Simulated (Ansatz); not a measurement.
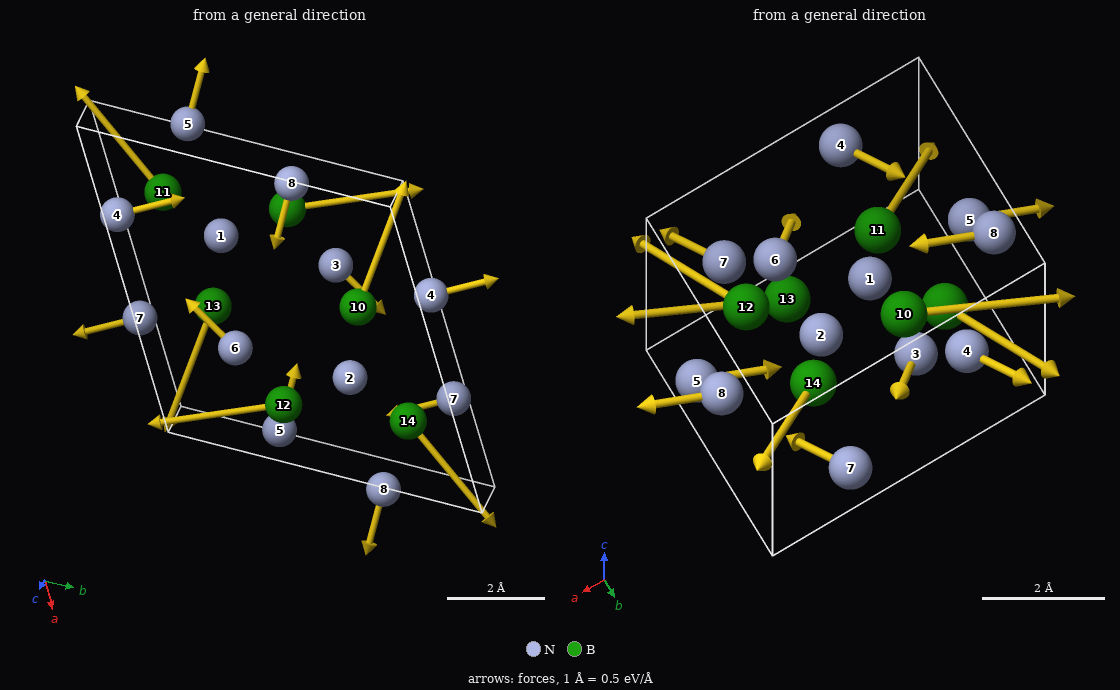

View from two general directions, drawn as a spheres-only model. The simulation cell is drawn as a box. The arrows are the computed forces on the atoms.

System: B3N4. Electronic-structure method: DFT, PAW plane waves, r2SCAN in Ansatz. Parameters: a basis cut at 500 eV, a 5×5×12 mesh of k-points, Fermi-Dirac smearing of 0.1 eV, no spin polarisation.

Question: Are the atoms in equilibrium?

Answer: No. The atoms still feel forces of up to about 1.3 eV/Å, far above a usual threshold of 0.01 to 0.03 eV/Å.

Origin: a generated cell, made by putting these elements into a known structure type (the compound may or may not exist in this form); unrelaxed. Ansatz was used for an electronic-structure calculation on it.
